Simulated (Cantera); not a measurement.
Charge: 1 mol CF4, 0.19 mol F2, held at 17000 Pa.

Cantera equilibrium calculation (NASA polynomials, part measured and part estimated; ideal gas, pure solids and liquids). Candidate condensed phases: C; 23 gas species. Ions and electrons are included (thermal ionisation). Gases not in the tables: C2F6 and larger saturated fluorocarbons. The numbers say what is thermodynamically allowed, not how fast it happens.

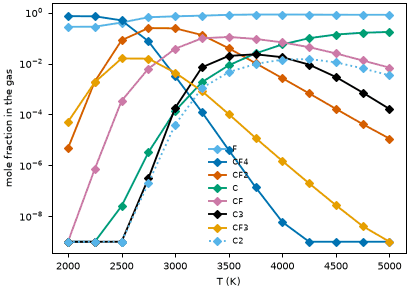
*Equilibrium gas composition (values under 1e-9 drawn at 1e-9)*

From 2000 K to 5000 K nothing is condensed. The main C-bearing gas is CF4 at 2000 K and C at 5000 K.
